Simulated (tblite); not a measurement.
# Run report: C$_{4}$H$_{13}$NOSi$_{3}$, geometry relaxation (part 3 of 3)

The same run, continued: C$_{4}$H$_{13}$NOSi$_{3}$; GFN2-xTB geometry optimisation, gas phase (tblite 0.8.0). It belongs to a series of runs on one base structure; here: H on Si replaced by ethynyl.

Trajectory as extended XYZ, continued:
```
22
Properties=species:S:1:pos:R:3:forces:R:3 step=199 energy=-743.41731
C    -2.6180    0.8213    2.6430    0.0040  -0.0060   0.0010
C    -2.2658    0.2488    1.6450   -0.0200  -0.0010   0.0280
Si   -1.7020   -0.6065    0.0881    0.0140   0.0100   0.0000
N    -2.8838   -0.5983   -1.1812   -0.0100  -0.0030   0.0030
Si    0.2222    0.3698   -0.7921    0.0240  -0.0180  -0.0190
C     0.6236    1.9760    0.1566   -0.0060   0.0010  -0.0120
O    -0.1198    0.9514   -2.2971   -0.0090   0.0050   0.0120
Si    2.1309   -0.9555   -0.9128   -0.0200  -0.0220   0.0180
C     2.6949   -1.3811    0.8513    0.0080  -0.0080  -0.0010
H    -2.9243    1.3104    3.5241    0.0010   0.0090  -0.0140
H    -1.6389   -2.0289    0.4598    0.0170  -0.0180  -0.0060
H    -3.0305    0.2592   -1.6894   -0.0060   0.0110   0.0000
H    -3.7735   -1.0458   -1.0248    0.0020  -0.0020  -0.0030
H    -0.2501    2.6114    0.2660   -0.0060   0.0250  -0.0050
H     0.9855    1.7473    1.1544    0.0030   0.0030   0.0160
H     1.3902    2.5545   -0.3506   -0.0060  -0.0050  -0.0060
H    -0.4777    0.3912   -2.9786    0.0110   0.0020   0.0010
H     1.8938   -2.2341   -1.6152    0.0100   0.0130  -0.0010
H     3.2928   -0.3694   -1.6069   -0.0090  -0.0080   0.0070
H     3.5613   -2.0346    0.8452    0.0070  -0.0050  -0.0070
H     2.9672   -0.4852    1.4013    0.0030   0.0040   0.0120
H     1.9118   -1.8832    1.4129   -0.0090   0.0110  -0.0250
22
Properties=species:S:1:pos:R:3:forces:R:3 step=211 energy=-743.42150
C    -2.6122    0.8722    2.6530    0.0040  -0.0060  -0.0210
C    -2.2521    0.2620    1.6804    0.0100   0.0050   0.0030
Si   -1.6453   -0.6048    0.1451   -0.0110  -0.0140   0.0010
N    -2.8205   -0.6838   -1.1279   -0.0100  -0.0010   0.0000
Si    0.2298    0.4163   -0.7882    0.0050  -0.0020  -0.0130
C     0.6361    2.0441    0.1186   -0.0040   0.0040   0.0050
O    -0.1513    0.9777   -2.2906   -0.0090   0.0030   0.0010
Si    2.1421   -0.8974   -0.9287    0.0200  -0.0140   0.0130
C     2.5829   -1.4798    0.8250    0.0000   0.0090   0.0080
H    -2.9308    1.3951    3.5096   -0.0070  -0.0030   0.0040
H    -1.5073   -2.0173    0.5425    0.0050   0.0220  -0.0030
H    -3.0301    0.1629   -1.6327   -0.0080  -0.0070   0.0020
H    -3.6721   -1.2030   -0.9828   -0.0020   0.0090   0.0080
H    -0.2274    2.6986    0.1938   -0.0050  -0.0040   0.0020
H     0.9850    1.8443    1.1277   -0.0080   0.0070   0.0000
H     1.4164    2.5919   -0.4006    0.0100   0.0100  -0.0020
H    -0.4771    0.3981   -2.9718   -0.0010   0.0000  -0.0010
H     1.9633   -2.1094   -1.7560    0.0050   0.0210   0.0020
H     3.3431   -0.2504   -1.4888   -0.0050  -0.0110   0.0030
H     3.4550   -2.1255    0.8238   -0.0030  -0.0100   0.0030
H     2.8011   -0.6386    1.4781   -0.0100  -0.0240  -0.0170
H     1.7610   -2.0347    1.2698    0.0240   0.0050   0.0040
22
Properties=species:S:1:pos:R:3:forces:R:3 step=224 energy=-743.42323
C    -2.5787    0.9207    2.6401    0.0040  -0.0030   0.0040
C    -2.2205    0.2934    1.6778    0.0030   0.0070   0.0160
Si   -1.6147   -0.6014    0.1595   -0.0040   0.0100  -0.0020
N    -2.8058   -0.7380   -1.0930   -0.0100  -0.0090  -0.0020
Si    0.2394    0.4379   -0.7942    0.0020   0.0020  -0.0040
C     0.6188    2.0769    0.1053    0.0030  -0.0040  -0.0060
O    -0.1652    0.9941   -2.2918    0.0190   0.0100  -0.0070
Si    2.1625   -0.8642   -0.9285    0.0100  -0.0060   0.0060
C     2.5195   -1.5517    0.8063    0.0140  -0.0020   0.0010
H    -2.8923    1.4558    3.4913   -0.0090  -0.0010  -0.0080
H    -1.4359   -1.9962    0.5944   -0.0050  -0.0140   0.0020
H    -3.0299    0.0866   -1.6270   -0.0070   0.0010   0.0010
H    -3.6514   -1.2573   -0.9150    0.0070   0.0080   0.0040
H    -0.2531    2.7231    0.1534    0.0070  -0.0010   0.0010
H     0.9451    1.8903    1.1243   -0.0030   0.0060   0.0010
H     1.4068    2.6268   -0.4014   -0.0070   0.0010   0.0060
H    -0.4586    0.4087   -2.9822   -0.0080  -0.0140  -0.0120
H     2.0323   -2.0195   -1.8409   -0.0070   0.0070   0.0060
H     3.3919   -0.1919   -1.3875   -0.0070   0.0090   0.0040
H     3.4096   -2.1723    0.8160    0.0000  -0.0090  -0.0080
H     2.6759   -0.7481    1.5201    0.0020   0.0030   0.0080
H     1.6939   -2.1553    1.1722   -0.0020   0.0000  -0.0080
22
Properties=species:S:1:pos:R:3:forces:R:3 step=236 energy=-743.42458
C    -2.5452    0.9603    2.6315   -0.0100  -0.0020  -0.0020
C    -2.1916    0.3137    1.6803   -0.0040   0.0000  -0.0060
Si   -1.6060   -0.5984    0.1634    0.0010   0.0010   0.0010
N    -2.8143   -0.7600   -1.0703   -0.0090   0.0130   0.0040
Si    0.2414    0.4463   -0.7998    0.0030   0.0010   0.0060
C     0.5921    2.0945    0.0950   -0.0020   0.0010  -0.0030
O    -0.1471    0.9826   -2.3094    0.0080   0.0040   0.0200
Si    2.1835   -0.8287   -0.9101    0.0070   0.0020   0.0030
C     2.4989   -1.6081    0.7934   -0.0030  -0.0030  -0.0140
H    -2.8592    1.5123    3.4716    0.0020  -0.0050   0.0000
H    -1.4195   -1.9893    0.6098    0.0000  -0.0020   0.0040
H    -3.0640    0.0591   -1.6020    0.0030  -0.0090   0.0040
H    -3.6476   -1.2924   -0.8731    0.0080   0.0090   0.0000
H    -0.2840    2.7363    0.1158    0.0010   0.0000   0.0030
H     0.8929    1.9179    1.1239   -0.0070   0.0010  -0.0070
H     1.3893    2.6464   -0.3941    0.0030  -0.0010  -0.0060
H    -0.4265    0.3857   -2.9958   -0.0080  -0.0100  -0.0140
H     2.0958   -1.9374   -1.8830    0.0040   0.0020  -0.0030
H     3.4132   -0.1120   -1.2940    0.0010   0.0000   0.0010
H     3.3949   -2.2203    0.7918    0.0040  -0.0020  -0.0030
H     2.6230   -0.8487    1.5596    0.0050   0.0090   0.0020
H     1.6696   -2.2411    1.0944   -0.0070  -0.0080   0.0080
22
Properties=species:S:1:pos:R:3:forces:R:3 step=249 energy=-743.42503
C    -2.5648    0.9547    2.6350    0.0010   0.0090   0.0140
C    -2.1983    0.3160    1.6837    0.0010  -0.0080  -0.0070
Si   -1.6020   -0.5945    0.1705    0.0020   0.0070  -0.0020
N    -2.8116   -0.7615   -1.0614    0.0020   0.0010   0.0010
Si    0.2446    0.4504   -0.7954   -0.0010   0.0050  -0.0030
C     0.5978    2.1070    0.0822    0.0020   0.0030  -0.0010
O    -0.1420    0.9786   -2.3078   -0.0140  -0.0100  -0.0110
Si    2.1881   -0.8218   -0.9060    0.0140  -0.0040   0.0020
C     2.4941   -1.6245    0.7882    0.0050  -0.0020   0.0020
H    -2.8826    1.5019    3.4768   -0.0070  -0.0030  -0.0020
H    -1.4088   -1.9835    0.6204   -0.0010  -0.0010   0.0000
H    -3.0725    0.0575   -1.5875    0.0030   0.0000  -0.0010
H    -3.6378   -1.3047   -0.8651    0.0020   0.0070   0.0020
H    -0.2754    2.7529    0.0905   -0.0010   0.0010   0.0040
H     0.8937    1.9431    1.1144   -0.0050  -0.0010  -0.0010
H     1.3996    2.6487   -0.4112   -0.0030  -0.0030  -0.0020
H    -0.4403    0.3833   -2.9885    0.0060   0.0040   0.0110
H     2.1126   -1.9140   -1.8982   -0.0010  -0.0040  -0.0010
H     3.4220   -0.1003   -1.2666   -0.0020   0.0060  -0.0010
H     3.3847   -2.2446    0.7779   -0.0010   0.0000   0.0010
H     2.6284   -0.8729    1.5611   -0.0010  -0.0070  -0.0030
H     1.6602   -2.2533    1.0863   -0.0010   0.0030  -0.0010
22
Properties=species:S:1:pos:R:3:forces:R:3 step=261 energy=-743.42545
C    -2.5890    0.9425    2.6403   -0.0010  -0.0030  -0.0010
C    -2.2039    0.3143    1.6892   -0.0020   0.0000   0.0030
Si   -1.6017   -0.5889    0.1737    0.0010   0.0000   0.0050
N    -2.8150   -0.7457   -1.0561    0.0030   0.0020  -0.0010
Si    0.2477    0.4468   -0.7957   -0.0030   0.0000   0.0030
C     0.5985    2.1074    0.0750    0.0000   0.0030   0.0010
O    -0.1443    0.9657   -2.3101    0.0000   0.0010  -0.0010
Si    2.1941   -0.8234   -0.9051    0.0050  -0.0040  -0.0030
C     2.5099   -1.6246    0.7882   -0.0010   0.0040  -0.0040
H    -2.9254    1.4797    3.4814    0.0030   0.0000  -0.0020
H    -1.4130   -1.9807    0.6176   -0.0020  -0.0010   0.0020
H    -3.0658    0.0749   -1.5846    0.0040   0.0000  -0.0020
H    -3.6490   -1.2741   -0.8526   -0.0010   0.0010  -0.0020
H    -0.2754    2.7525    0.0835   -0.0010  -0.0030   0.0000
H     0.8962    1.9465    1.1072   -0.0010   0.0020   0.0000
H     1.3985    2.6485   -0.4214    0.0030   0.0010  -0.0020
H    -0.4380    0.3647   -2.9874    0.0000  -0.0040   0.0010
H     2.1158   -1.9193   -1.8934   -0.0010   0.0020  -0.0010
H     3.4234   -0.0978   -1.2746   -0.0040   0.0000   0.0030
H     3.3910   -2.2581    0.7696    0.0000   0.0020  -0.0020
H     2.6649   -0.8725    1.5566   -0.0050  -0.0070   0.0000
H     1.6700   -2.2399    1.0978    0.0030   0.0050   0.0030
```

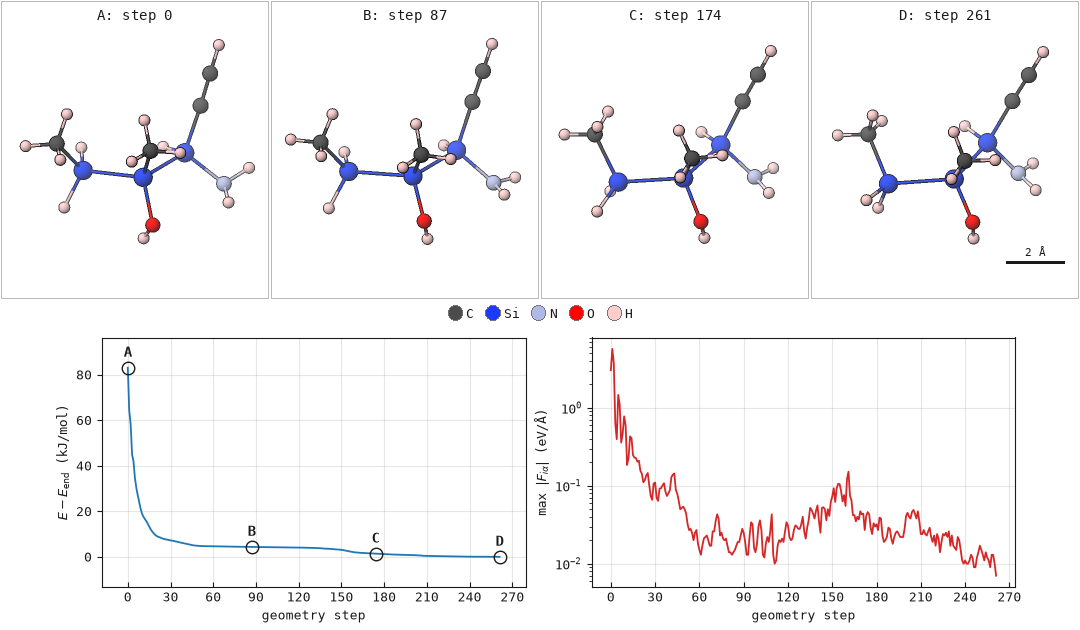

Fig. 1: Frames of the relaxation (ball-and-stick view, seen at a tilt) above the curves, on which the letters mark them (steps are counted from 0).

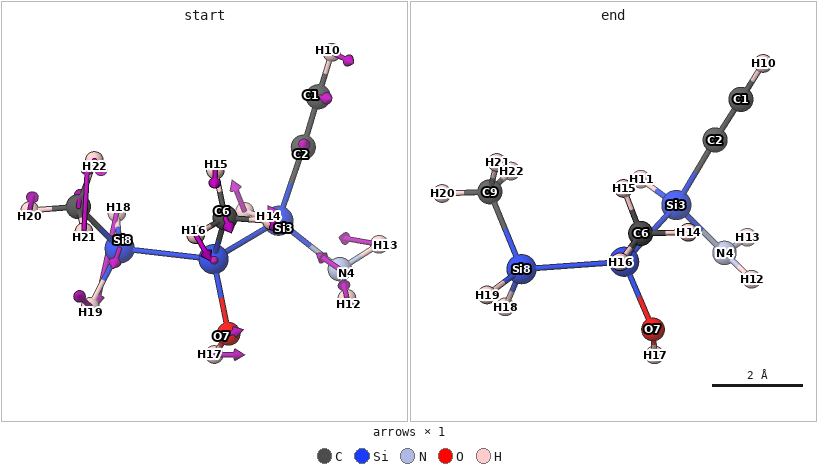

Fig. 2: Before (left) and after (right) the relaxation, at one scale (ball-and-stick view, seen at a tilt). The pink arrows give the displacements, at true length. After 261 geometry steps the energy has fallen by 83.0 kJ/mol. The largest force component goes from 3.1 to 0.007 eV/Å. The atom that moves furthest after the best rigid fit is H18 (2.26 Å). By element the largest moves are H 2.26 Å, C 1.12 Å, Si 0.77 Å, N 0.77 Å, O 0.38 Å. Among the contacts that change: Si5–Si8 2.232 → 2.327 Å, Si3–Si5 2.239 → 2.331 Å, Si5–C6 1.847 → 1.908 Å, Si5–O7 1.709 → 1.648 Å. Among the angles that change: Si5–O7–H17 109.0° → 121.9°, C6–Si5–O7 113.2° → 100.9°, Si5–Si3–H11 106.3° → 116.3°. (Atoms are counted from 1 in the order of the input.)

The run was set up as follows.

Input file:
```
{"job": {"kind": "relax", "xc": "GFN2-xTB", "basis": "xTB"}, "charge": 0, "multiplicity": 1}
C     -2.593700     0.239000     2.600500
C     -2.303500    -0.050900     1.447100
Si    -1.827600    -0.524700    -0.236600
N     -3.078400    -0.075700    -1.425500
Si     0.201400     0.266900    -0.757500
C      0.526700     1.650800     0.421100
O      0.154700     0.768600    -2.390400
Si     1.756300    -1.321000    -0.549100
C      3.040200    -0.672300     0.646700
H     -2.863100     0.486400     3.614700
H     -1.706400    -1.999600    -0.216600
H     -2.814500     0.777000    -1.938700
H     -3.986100     0.126300    -0.939100
H     -0.269300     2.382100     0.352300
H      0.512400     1.229500     1.443400
H      1.510300     2.142700     0.221200
H      0.150200    -0.033600    -2.975000
H      1.186100    -2.578800     0.017600
H      2.430900    -1.579900    -1.823300
H      3.919600    -1.361200     0.568200
H      3.407700     0.324000     0.257600
H      2.635800    -0.577100     1.660600
```

The first line tells a small driver script what to run in tblite; the rest is the geometry in Å.

Launch command:
```bash
OMP_NUM_THREADS=1 python <driver script> task.json out
```

Summary:

- outcome: converged
- total energy: −743.4255 eV
- hardware: 1 CPU thread, shared host
- wall time: 5 s
- peak memory: 0.18 GiB
